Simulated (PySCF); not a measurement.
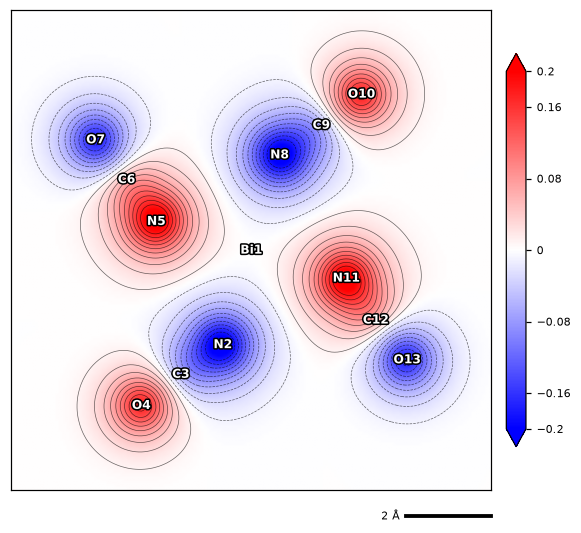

C4BiN4O4 (charge −1). The HOMO−1 on a plane 0.8 Å above the molecular plane (values in Å⁻³ᐟ²; the overall sign is arbitrary).

Core potentials replace the inner electrons of Bi.

Level of theory: PySCF 2.14.0, RKS BP86, Bi def2-SVP with ECP60, N def2-SVP, C def2-SVP, O def2-SVP; non-relativistic Hamiltonian with scalar-relativistic core potentials where named; density fitting.

The calculation's input:

```
mol = gto.M(atom='''
Bi     0.00000     0.00000    -0.00000
N      2.27872    -0.58438    -0.00000
C      3.39523    -0.09512    -0.00000
O      4.51554     0.33350    -0.00000
N      0.58438     2.27872    -0.00000
C      0.09512     3.39523     0.00000
O     -0.33350     4.51554     0.00000
N     -2.27872     0.58438     0.00000
C     -3.39523     0.09512     0.00000
O     -4.51554    -0.33350     0.00000
N     -0.58438    -2.27872     0.00000
C     -0.09512    -3.39523    -0.00000
O      0.33350    -4.51554    -0.00000''',
    basis={'Bi': 'def2-SVP', 'N': 'def2-SVP', 'C': 'def2-SVP', 'O': 'def2-SVP'},
    ecp={'Bi': 'def2-SVP'},
    charge=-1, spin=0)
mf = dft.RKS(mol, xc='B88,P86')
mf.grids.atom_grid = (75, 302)  # f atoms: at least (60, 302), unpruned
mf = mf.density_fit()  # Bi def2-universal-JKFIT, N def2-universal-JKFIT, C def2-universal-JKFIT, O def2-universal-JKFIT
mf.conv_tol = 1e-09; mf.max_cycle = 55
mf.kernel(dm0)
```

Run with:

```sh
OMP_NUM_THREADS=4 python run.py
```

**What is the character of this orbital?**

Its weight (Hirshfeld) is mainly on N2 (about 10 %), N5 (about 10 %), N8 (about 10 %), N11 (about 10 %), O4 (about 10 %), O7 (about 10 %), O10 (about 10 %) and O13 (about 10 %); it changes sign across the molecular plane (π type); it is ungerade (odd under inversion). Its energy is −3.14 eV.
